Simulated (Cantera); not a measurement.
Input: 1 mol B₂O₃, 15 mol HF, 11 mol N₂, equilibrated at 1550 K.

Method: chemical equilibrium by Gibbs-energy minimisation in Cantera with the NASA 1993 tables (ideal gas, pure condensed phases). Candidate condensed phases: B, BN, B₂O₃, B₃O₃H₃, H₂O; 62 gas species. Gases not in the tables: H₃BO₃. Kinetics and transport are ignored.

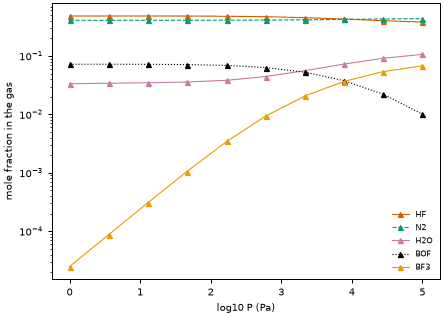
Figure. Equilibrium gas composition (values under 1e-9 drawn at 1e-9)

Q: Read off the mole fractions at 3.60e-5 bar.

A: HF about 0.48, N₂ about 0.41, BOF about 0.072, H₂O about 0.034, BF₃ about 8.8e-5.
